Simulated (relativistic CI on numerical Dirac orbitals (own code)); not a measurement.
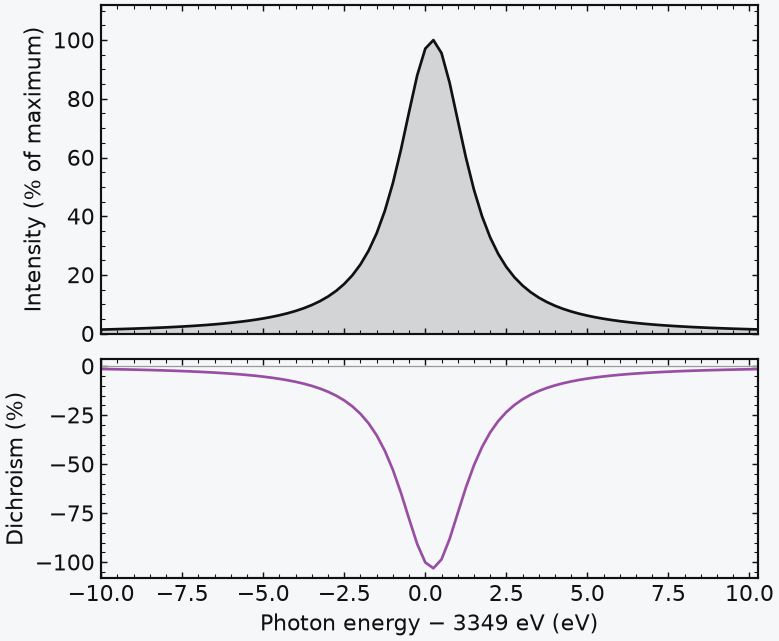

L₂,₃ X-ray absorption of Ag²⁺ (silver, Z = 47), [Kr] 4d⁹, in a field of Td symmetry with 10Dq = −12,600 cm⁻¹. Multiplet model: relativistic Dirac–Coulomb–Breit theory, one configuration a step, Slater integrals scaled by 0.7, 300 K, Voigt broadening (Lorentzian 2.4 eV, Gaussian 0.5 eV full widths), computed with a radial Dirac CI code. Dichroism is for the ground state at zero temperature, magnetised by an exchange field of 10 meV on Sz.

What does the spectrum show?

The main maxima lie at 3349.2 eV (100), heights in % of the largest; the centroid is at 3349.2 eV. The ground state has S = 0.50. The circular dichroism (Δm = −1 less Δm = +1) is largest at 3349.2 eV, −103 % of the isotropic maximum. The magnetised ground state has ⟨Lz⟩ = −0.69 and ⟨Sz⟩ = −0.18.

Limits of the model: free-ion energies, so absolute edge positions are off by a few eV from solids.
